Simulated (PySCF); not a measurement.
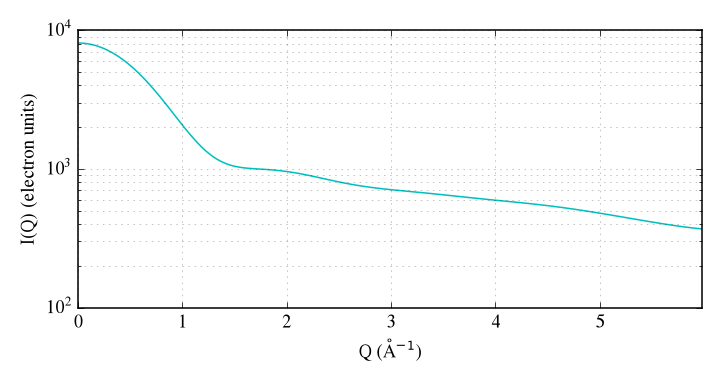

Elastic X-ray scattering of a randomly oriented, rigid molecule, calculated with the Debye equation from neutral-atom form factors (independent atoms, no Compton part, no vibration). The geometry is the end point of an optimisation (PBE0-D3(BJ)/def2-SVP geometry optimisation, gas phase (PySCF 2.14.0, density-fitted response routines)); it may be a saddle point or a higher isomer. It contains Br, C, H.

How many electrons does the independent-atom model of the molecule hold?

I(0) is the square of the electron number: I(0) = 8100, so about 90 electrons, the count of C8H7Br.

What radius of gyration does the initial fall-off give?

From I(Q) ≈ I(0) exp(−Q²R²/3) at small Q, R ≈ 2.12 Å. It is larger than the electron-weighted radius of the nuclear positions alone (2.00 Å), because each atom's electron cloud adds to it.
